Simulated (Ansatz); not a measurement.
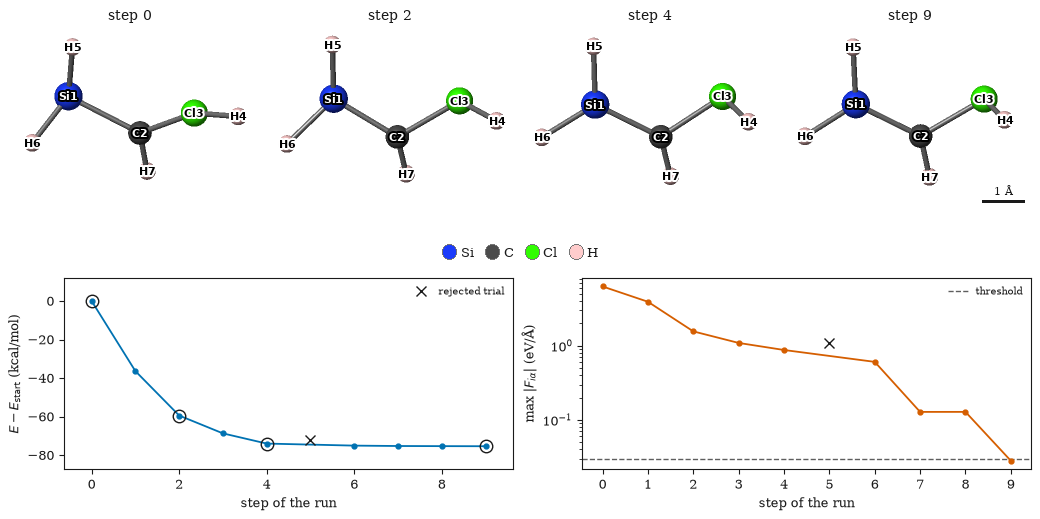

Frames of a relaxation of CH4ClSi (charge +1), marked on the history of the run. A ball-and-stick model, seen at a tilt.

It is one of the separated reactants of a reaction.

All numbers below come from Ansatz, RKS PBE-D4/def2-SVP. (force threshold 0.03 eV/Å; at most 250 steps)

What happens along the run?

The atom that moves furthest after the best rigid fit is Cl3 (0.58 Å). By element the largest moves are Cl 0.58 Å, H 0.50 Å, Si 0.49 Å, C 0.15 Å. Some distances before and after: Si1–C2 1.917 → 1.744 Å, C2–Cl3 1.610 → 1.778 Å, Si1–H5 1.472 → 1.489 Å, Cl3–H4 1.330 → 1.340 Å. Among the angles between lasting bonds that change: C2–Cl3–H4 158.8° → 105.5°, C2–Si1–H6 100.0° → 117.1°, C2–Si1–H5 107.7° → 120.1°. Groups turn about C2–Cl3 by about 30°. The energy falls by 75.4 kcal/mol in 8 accepted moves (9 points after the start). The largest force component goes from 6.3 to 0.028 eV/Å. The line search rejected the trial step at point 5 of the run. Cost: 4 s on 2 threads of AMD EPYC 9B45 (shared host). From step 0 to 2: Cl3 moves most (0.37 Å), energy −59.4 kcal/mol. From step 2 to 4: Si and H atoms move most (0.28 Å), energy −14.6 kcal/mol. From step 4 to 9: H4 moves most (0.10 Å), energy −1.38 kcal/mol.
